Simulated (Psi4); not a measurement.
# B2H5F (diborane mono F): SCAN/def2-TZVP (sweep point 4)

Aim: the vertical electron affinity of B2H5F (diborane mono F) at SCAN/def2-TZVP (sweep point 4), from 2 runs. 

The results are computed with Psi4 1.11.

4 further runs of the same task are left out: 4 set aside as unsound or not needed.

**1. Starting point**

The species is B2H5F (8 atoms), meant as a singlet with charge 0. Geometry: relaxed at GFN2-xTB.

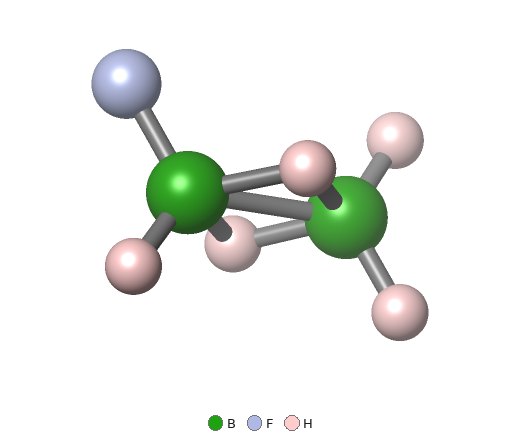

The structure, seen from a chosen angle (boron green, fluorine light blue, hydrogen pink).

**2. A single-point energy at SCAN/def2-TZVP (sweep point 4)**

job.py

```python
import psi4

psi4.set_memory('1600 MB')
psi4.set_num_threads(1)
psi4.set_output_file('output.dat', False)

molecule = psi4.geometry("""
0 1
B     -0.132740     0.873720    -0.200550
F     -0.261260     1.211590    -1.488750
H     -0.202250     1.754750     0.574700
H      0.963800     0.091750    -0.022450
B      0.136330    -0.877150     0.242810
H      0.194480    -1.712330    -0.575730
H      0.248600    -1.176790     1.369710
H     -0.946950    -0.165540     0.100260
symmetry c1
""")

options = {'basis': 'def2-TZVP', 'puream': True, 'scf_type': 'pk', 'dft_radial_points': 50, 'dft_spherical_points': 194}
psi4.set_options(options)

e_tot = psi4.energy('scan')
print(f'scan energy: {e_tot:.10f} Eh')
for k, v in sorted(psi4.core.scalar_variables().items()):
    print(f'{k:45s} {v:18.10f}')
```

On the command line:

```sh
$ python job.py
```

output.dat:

```text
[...]
  Running in c1 symmetry.
[...]
  Nuclear repulsion =   63.204315823451680
[...]
  Multiplicity = 1
[...]
  Nalpha       = 12
  Nbeta        = 12
[...]
    Number of basis functions: 123
[...]
   @RKS iter   1:  -152.39935725905212   -4.34314e-01   4.62112e-03 DIIS/ADIIS
[...]
   @RKS iter   8:  -152.58433727414140   -2.65544e-07   6.29645e-07 DIIS
[...]
    Orbital Energies [Eh]
    ---------------------
    Doubly Occupied:
       1A    -24.522198     2A     -6.713975     3A     -6.646063
       4A     -1.173698     5A     -0.637171     6A     -0.499570
       7A     -0.447533     8A     -0.438772     9A     -0.404831
      10A     -0.361611    11A     -0.334394    12A     -0.322830
[...]
  @RKS Final Energy:  -152.58433727414140
   => Energetics <=
    Nuclear Repulsion Energy =             63.2043158234516795
    One-Electron Energy =                -333.2771032884102169
    Two-Electron Energy =                 137.9173657909277608
    DFT Exchange-Correlation Energy =     -20.4289156001106242
    Empirical Dispersion Energy =           0.0000000000000000
    VV10 Nonlocal Energy =                  0.0000000000000000
    Total Energy =                       -152.5843372741414044
[...]
 Multipole Moments:
 ------------------------------------------------------------------------------------
     Multipole            Electronic (a.u.)      Nuclear  (a.u.)        Total (a.u.)
 ------------------------------------------------------------------------------------
 L = 1.  Multiply by 2.5417464519 to convert [e a0] to [Debye]
 Dipole X            :         -0.6463498            0.6706130            0.0242632
 Dipole Y            :          3.1088203           -3.1401879           -0.0313676
 Dipole Z            :         -3.4581059            3.7714057            0.3132998
 Magnitude           :                                                    0.3157997
[...]
```

On the terminal:

```text
scan energy: -152.5843372741 Eh
CURRENT ENERGY                                   -152.5843372741
CURRENT REFERENCE ENERGY                         -152.5843372741
DD SOLVATION ENERGY                                 0.0000000000
DFT FUNCTIONAL TOTAL ENERGY                      -152.5843372741
DFT TOTAL ENERGY                                 -152.5843372741
DFT VV10 ENERGY                                     0.0000000000
DFT XC ENERGY                                     -20.4289156001
GRID ELECTRONS ALPHA                               12.0000119584
GRID ELECTRONS BETA                                12.0000119584
GRID ELECTRONS TOTAL                               24.0000239167
NUCLEAR REPULSION ENERGY                           63.2043158235
ONE-ELECTRON ENERGY                              -333.2771032884
PCM POLARIZATION ENERGY                             0.0000000000
PE ENERGY                                           0.0000000000
SCF ITERATION ENERGY                             -152.5843372741
SCF ITERATIONS                                      8.0000000000
SCF TOTAL ENERGY                                 -152.5843372741
TWO-ELECTRON ENERGY                               137.9173657909
XC GRID RADIAL POINTS                              50.0000000000
XC GRID SPHERICAL POINTS                          194.0000000000
XC GRID TOTAL POINTS                            75341.0000000000
```

Run time: 11 s. Hardware: 1 thread of Intel Xeon Platinum 8488C (Sapphire Rapids), shared host; peak memory 0.73 GiB.

**3. The doublet anion**

job.py

```python
import psi4

psi4.set_memory(1600000000)
psi4.set_num_threads(1)
psi4.set_output_file('psi4.out', False)

molecule = psi4.geometry("""
-1 2
B     -0.132740     0.873720    -0.200550
F     -0.261260     1.211590    -1.488750
H     -0.202250     1.754750     0.574700
H      0.963800     0.091750    -0.022450
B      0.136330    -0.877150     0.242810
H      0.194480    -1.712330    -0.575730
H      0.248600    -1.176790     1.369710
H     -0.946950    -0.165540     0.100260
symmetry c1
""")

options = {'basis': 'def2-TZVP', 'reference': 'uks', 'puream': True, 'scf_type': 'pk', 'dft_radial_points': 50, 'dft_spherical_points': 194, 'maxiter': 150}
psi4.set_options(options)

E, wfn = psi4.energy('scan', molecule=molecule, return_wfn=True)
print('E =', round(E, 9))
```

On the command line:

```sh
$ python job.py
```

psi4.out:

```text
[...]
  Running in c1 symmetry.
[...]
  Nuclear repulsion =   63.204315823451680
[...]
  Multiplicity = 2
[...]
  Nalpha       = 13
  Nbeta        = 12
[...]
    Number of basis functions: 123
[...]
   @UKS iter   1:  -152.14734126333431   -1.82298e-01   6.39882e-03 ADIIS/DIIS
[...]
   @UKS iter  10:  -152.54269502380660   -1.69128e-08   4.02675e-07 DIIS
[...]
   @S^2 Observed:                7.583136016E-01
[...]
    Orbital Energies [Eh]
    ---------------------
    Alpha Occupied:
       1A    -24.291601     2A     -6.445333     3A     -6.389380
       4A     -0.947475     5A     -0.396114     6A     -0.276256
       7A     -0.223076     8A     -0.214084     9A     -0.177583
      10A     -0.133325    11A     -0.105926    12A     -0.094450
      13A      0.135725
    Alpha Virtual:
      14A      0.196331    15A      0.228207    16A      0.230553
      17A      0.253929    18A      0.282980    19A      0.291503
      20A      0.292768    21A      0.306458    22A      0.332515
      23A      0.356746    24A      0.396251    25A      0.422935
[...]
  @UKS Final Energy:  -152.54269502380660
   => Energetics <=
    Nuclear Repulsion Energy =             63.2043158234516795
    One-Electron Energy =                -338.8871726650068581
    Two-Electron Energy =                 143.8149637574136364
    DFT Exchange-Correlation Energy =     -20.6748019396650484
    Empirical Dispersion Energy =           0.0000000000000000
    VV10 Nonlocal Energy =                  0.0000000000000000
    Total Energy =                       -152.5426950238066013
[...]
 Multipole Moments:
 ------------------------------------------------------------------------------------
     Multipole            Electronic (a.u.)      Nuclear  (a.u.)        Total (a.u.)
 ------------------------------------------------------------------------------------
 L = 1.  Multiply by 2.5417464519 to convert [e a0] to [Debye]
 Dipole X            :         -0.8898321            0.6706130           -0.2192191
 Dipole Y            :          4.2724070           -3.1401879            1.1322191
 Dipole Z            :         -4.6923212            3.7714057           -0.9209155
 Magnitude           :                                                    1.4758261
[...]
```

On the terminal:

```text
E = -152.542695024
```

It took 17 s on 1 thread of Intel Xeon Platinum 8488C (Sapphire Rapids), shared host; peak memory 0.74 GiB.

**4. Summary of results**

At SCAN/def2-TZVP (sweep point 4):

| quantity | value |
| --- | --- |
| singlet B2H5F: total energy | -152.58434 Eh |
| singlet B2H5F: dipole moment | 0.80 D |
| singlet B2H5F: HOMO energy | -8.78 eV |
| singlet B2H5F: LUMO energy | -1.47 eV |
| singlet B2H5F: HOMO–LUMO gap | 7.32 eV |
| doublet anion: total energy | -152.54270 Eh |
| doublet anion: HOMO energy (highest over α and β) | 3.69 eV |
| doublet anion: LUMO energy (lowest over α and β) | 5.34 eV |
| doublet anion: ⟨S²⟩ | 0.758 |
| vertical electron affinity (to the doublet anion) | -1.133 eV |

The anion lies 1.13 eV (109 kJ/mol) above the neutral: the electron isn't bound at this level, and such a value depends on the basis. Without diffuse functions anions come out too high. The HOMO (doublet anion) lies at positive energy, 3.69 eV, as semi-local functionals often give for anions; only total energies tell whether the electron is bound.
